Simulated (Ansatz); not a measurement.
VRhC6N6, 56 atoms, a = 10.48 Å, b = 10.48 Å, c = 10.48 Å, α = 90.00°, β = 90.00°, γ = 90.00°.

Space group Fm-3m; a structure generated by program, which may or may not match a known phase; spin-polarised.

Method: Ansatz, DFT PBE, scalar-relativistic, plane waves, PAW.

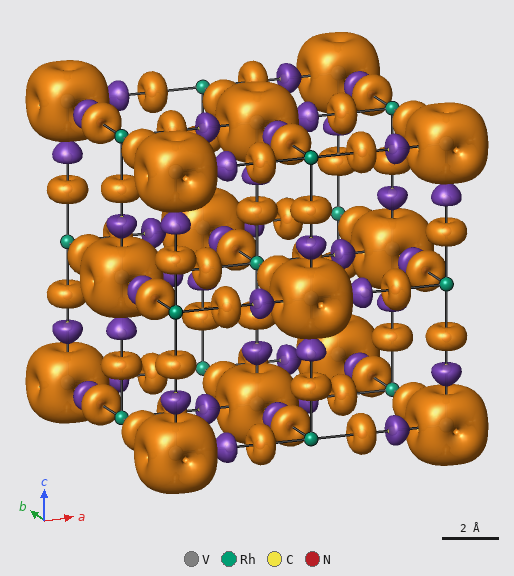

VRhC6N6. Isosurfaces of the spin density at +0.015 (orange) and −0.015 e/Å³ (purple), seen slightly off an axis. Sticks mark near contacts.

The density is the valence pseudo-density of a PAW calculation; it isn't the true density close to the nuclei.

Question: Which atoms carry the moments, and with what signs?

Answer: The spin density sits on V: +1.3 μB (×4) in one cell of 56 atoms: parallel main moments, as they must be, since the calculation's own cell holds one magnetic site. The cell of the calculation (14 atoms) carries 2.0 μB of net spin moment.
